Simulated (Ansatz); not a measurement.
```
atom    x (Å)    y (Å)    z (Å)
  Al  -0.1306  -0.0334  -0.2515
   O  -1.0242  -0.2514   1.1651
  Si  -1.3622  -0.4305   2.7672
   H  -2.5731  -1.2813   2.9256
   H  -0.2273  -1.0767   3.4840
   H  -1.6236   0.8995   3.3846
  Cl   1.9551   0.1816  -0.1231
   H  -0.8369   0.0115  -1.6539
```

The calculation used Ansatz, RKS PBE0/6-31G*.

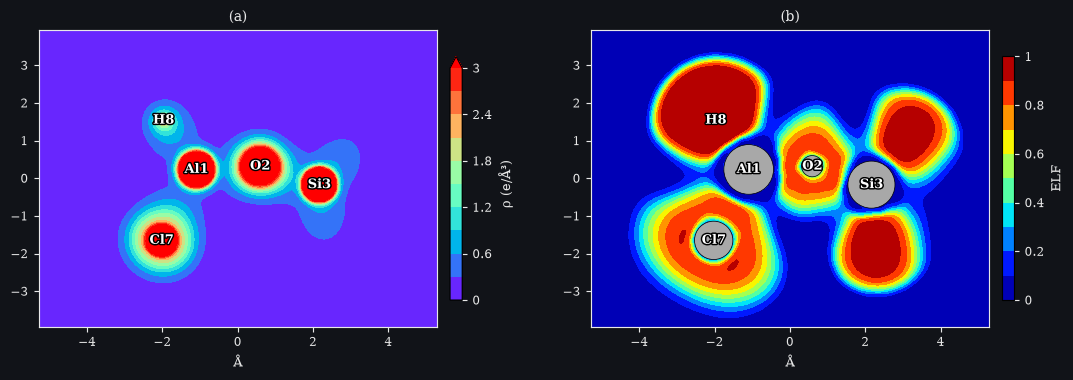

AlClH$_{4}$OSi. (a) total electron density; (b) electron localisation function on the plane of atoms Al1, O2 and Si3. Grey discs cover the atomic cores in the ELF map.

Question: Describe what can be read from this map.

Answer: Atoms in the plane: Al, O, Si, Cl and H.
Si–O (1.65 Å): the density is about 1.1 e/Å³ at the midpoint; the ELF peaks at about 0.85 between the atoms (a shared but strongly polarised pair).
Al–O (1.69 Å): ρ at the midpoint is about 0.82 e/Å³; the ELF peaks at about 0.85 in the valence shell of O, 0.6 Å from its nucleus, and is about 0.40 at the midpoint.
Al–Cl (2.10 Å): ρ is about 0.73 e/Å³ halfway; the ELF peaks at about 0.90 in the valence shell of Cl, 0.9 Å from its nucleus, and is about 0.85 at the midpoint.
Al–H (1.57 Å): ρ at the midpoint is about 0.56 e/Å³; the ELF climbs to about 1 towards the hydrogen.
The ELF also peaks beside Cl7 and O2, away from the bonds: lone-pair regions.
